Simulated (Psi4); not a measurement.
# CH3BCl (SMILES C[B]Cl) at U-revPBE/aug-cc-pVDZ

Aim: the vertical ionisation energy of CH3BCl at U-revPBE/aug-cc-pVDZ, from 2 runs. The job is set up through a Python script.

Program for the calculation: Psi4 1.11.

1 further run of the same task is left out (set aside as unsound or not needed).

**1. The molecule**

CH3BCl: 6 atoms, total charge 0, spin state doublet. SMILES: `C[B]Cl`. The shape is that of a PBE0-D4/def2-TZVP optimisation.

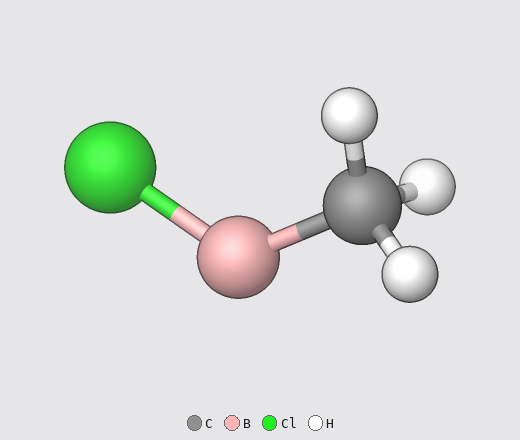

The structure, seen from a chosen angle (carbon grey, boron pink, chlorine green, hydrogen white).

**2. Energy and gradient at U-revPBE/aug-cc-pVDZ**

The input, ch3bcl.xyz:

```xyz
6
CH3BCl
C     -0.289900     0.325200    -0.312400
B      0.195300    -1.059500     0.167700
Cl     1.467800    -1.355700     1.297800
H     -1.073500     0.641700     0.390700
H      0.494200     1.088800    -0.289700
H     -0.752000     0.295400    -1.300400
```

The input, calc.py:

```python
import psi4

psi4.set_memory(2200000000)
psi4.set_num_threads(1)
psi4.core.set_output_file('psi4.out', False)

with open('ch3bcl.xyz') as f:
    atoms = ''.join(f.readlines()[2:])
geom = psi4.geometry('0 2\n' + atoms + 'symmetry c1')

options = {'reference': 'uks', 'puream': True, 'e_convergence': 1e-09, 'd_convergence': 1e-08, 'scf_type': 'pk', 'dft_radial_points': 99, 'dft_spherical_points': 590, 'maxiter': 100}
psi4.set_options(options)

energy_value, wavefunction = psi4.gradient('revpbe/aug-cc-pVDZ', return_wfn=True)
print('gradient / Eh bohr^-1')
print(energy_value.np.round(6))
print(f'energy = {wavefunction.energy():.10f} Eh')
```

On the command line:

```bash
$ python calc.py
```

psi4.out:

```text
[...]
  Running in c1 symmetry.
[...]
  Nuclear repulsion =   76.029351716677795
[...]
  Multiplicity = 2
[...]
  Nalpha       = 16
  Nbeta        = 15
[...]
    Number of basis functions: 100
[...]
   @UKS iter   1:  -524.35682345759039    4.60139e-02   9.26211e-03 ADIIS/DIIS
[...]
   @UKS iter  13:  -524.84018360580740   -1.47793e-12   5.36158e-09 DIIS
[...]
   @S^2 Observed:                7.525868274E-01
[...]
    Orbital Energies [Eh]
    ---------------------
    Alpha Occupied:
       1A   -100.710976     2A     -9.906614     3A     -9.199046
       4A     -7.014473     5A     -7.009520     6A     -7.007415
       7A     -6.587705     8A     -0.782849     9A     -0.655562
      10A     -0.442938    11A     -0.383425    12A     -0.379211
      13A     -0.352492    14A     -0.318191    15A     -0.305316
      16A     -0.163254
    Alpha Virtual:
      17A     -0.087855    18A     -0.019043    19A      0.004502
      20A      0.007533    21A      0.008972    22A      0.029598
      23A      0.041056    24A      0.044940    25A      0.068179
[...]
  @UKS Final Energy:  -524.84018360580740
   => Energetics <=
    Nuclear Repulsion Energy =             76.0293517166777946
    One-Electron Energy =                -871.8567938625632223
    Two-Electron Energy =                 309.7097853457772203
    DFT Exchange-Correlation Energy =     -38.7225268056991609
    Empirical Dispersion Energy =           0.0000000000000000
    VV10 Nonlocal Energy =                  0.0000000000000000
    Total Energy =                       -524.8401836058073968
[...]
 Multipole Moments:
 ------------------------------------------------------------------------------------
     Multipole            Electronic (a.u.)      Nuclear  (a.u.)        Total (a.u.)
 ------------------------------------------------------------------------------------
 L = 1.  Multiply by 2.5417464519 to convert [e a0] to [Debye]
 Dipole X            :          3.3625653           -3.5303973           -0.1678321
 Dipole Y            :         -4.4798936            4.9722252            0.4923316
 Dipole Z            :          2.9911283           -3.1260542           -0.1349259
 Magnitude           :                                                    0.5373667
[...]
  -Total Gradient:
     Atom            X                  Y                   Z
    ------   -----------------  -----------------  -----------------
       1       -0.001153848396     0.002071677907     0.000364791980
       2        0.007876946049     0.004231387063     0.006689294468
       3       -0.010978816264     0.003266477574    -0.009810163251
       4        0.006493185686    -0.002740574687    -0.005440366180
       5       -0.006512054263    -0.006907538049    -0.000144801435
       6        0.004270423754     0.000074654340     0.008335415436
[...]
```

The script printed:

```text
gradient / Eh bohr^-1
[[-1.1540e-03  2.0720e-03  3.6500e-04]
 [ 7.8770e-03  4.2310e-03  6.6890e-03]
 [-1.0979e-02  3.2660e-03 -9.8100e-03]
 [ 6.4930e-03 -2.7410e-03 -5.4400e-03]
 [-6.5120e-03 -6.9080e-03 -1.4500e-04]
 [ 4.2700e-03  7.5000e-05  8.3350e-03]]
energy = -524.8401836058 Eh
```

Wall time 50 s (1 thread of AMD EPYC 7R43 (Zen 3), shared host); peak memory 0.98 GiB.

**3. The singlet cation: a single-point energy at revPBE/aug-cc-pVDZ**

ch3bcl.xyz is that of step 2.

The input, ch3bcl.py:

```python
import psi4

psi4.set_memory('2200 MB')
psi4.set_num_threads(1)
psi4.core.set_output_file('run.log', False)

with open('ch3bcl.xyz') as f:
    atoms = ''.join(f.readlines()[2:])
m = psi4.geometry('1 1\n' + atoms + 'symmetry c1\nno_reorient\nno_com')

psi4.set_options(dict(puream=True, e_convergence=1e-09, d_convergence=1e-08, scf_type='pk', dft_radial_points=99, dft_spherical_points=590))

e, wfn = psi4.energy('revpbe/aug-cc-pVDZ', return_wfn=True)
psi4.oeprop(wfn, 'MAYER_INDICES', 'QUADRUPOLE', 'WIBERG_LOWDIN_INDICES', title='REVPBE')
print('E =', round(e, 9))
```

On the command line:

```bash
$ python ch3bcl.py
```

run.log:

```text
[...]
  Running in c1 symmetry.
[...]
  Nuclear repulsion =   76.029351716677780
[...]
  Multiplicity = 1
[...]
  Nalpha       = 15
  Nbeta        = 15
[...]
    Number of basis functions: 100
[...]
   @RKS iter   1:  -524.17181047361134    2.31027e-01   8.37406e-03 ADIIS/DIIS
[...]
   @RKS iter  12:  -524.54981268150289   -1.42109e-11   7.39973e-09 DIIS
[...]
    Orbital Energies [Eh]
    ---------------------
    Doubly Occupied:
       1A   -100.988089     2A    -10.149548     3A     -9.472753
       4A     -7.289587     5A     -7.281943     6A     -7.281733
       7A     -6.921058     8A     -1.043928     9A     -0.892095
      10A     -0.697477    11A     -0.616866    12A     -0.608190
      13A     -0.603422    14A     -0.562587    15A     -0.551165
[...]
  @RKS Final Energy:  -524.54981268150289
   => Energetics <=
    Nuclear Repulsion Energy =             76.0293517166777804
    One-Electron Energy =                -863.8031340378820460
    Two-Electron Energy =                 301.6150806829365933
    DFT Exchange-Correlation Energy =     -38.3911110432352132
    Empirical Dispersion Energy =           0.0000000000000000
    VV10 Nonlocal Energy =                  0.0000000000000000
    Total Energy =                       -524.5498126815028854
[...]
 Multipole Moments:
 ------------------------------------------------------------------------------------
     Multipole            Electronic (a.u.)      Nuclear  (a.u.)        Total (a.u.)
 ------------------------------------------------------------------------------------
 L = 1.  Multiply by 2.5417464519 to convert [e a0] to [Debye]
 Dipole X            :        -42.6254957           43.1961157            0.5706199
 Dipole Y            :         44.7522969          -46.0475234           -1.2952265
 Dipole Z            :        -36.9353939           37.4681668            0.5327729
 Magnitude           :                                                    1.5123048
 L = 2.  Multiply by 1.3450342976 to convert [e a0^2] to [Debye ang]
 Quadrupole XX       :       -153.2370564          140.2804566          -12.9565998
 Quadrupole XY       :        125.7129395         -127.8491748           -2.1362353
[...]
```

Standard output:

```text
E = -524.549812682
```

It took 24 s on 1 thread of AMD EPYC 7R43 (Zen 3), shared host; peak memory 0.98 GiB.

**4. Results**

Level: U-revPBE/aug-cc-pVDZ.

```
                                          quantity          value
                      doublet CH3BCl: total energy  -524.84018 Eh
                     doublet CH3BCl: dipole moment         1.37 D
doublet CH3BCl: HOMO energy (highest over α and β)       -4.44 eV
 doublet CH3BCl: LUMO energy (lowest over α and β)       -2.39 eV
                              doublet CH3BCl: ⟨S²⟩          0.753
          doublet CH3BCl: largest force on an atom     0.776 eV/Å
                      singlet cation: total energy  -524.54981 Eh
                       singlet cation: HOMO energy      -15.00 eV
                       singlet cation: LUMO energy      -11.12 eV
                     singlet cation: HOMO–LUMO gap        3.88 eV
vertical ionisation energy (to the singlet cation)       7.901 eV
```

In words: Removing an electron at fixed nuclei costs 7.90 eV (762 kJ/mol). The largest force (doublet CH3BCl) is 0.78 eV/Å: the shape isn't a stationary point for this species at this level. Only the singlet of the ionised species was computed; a triplet could lie lower.
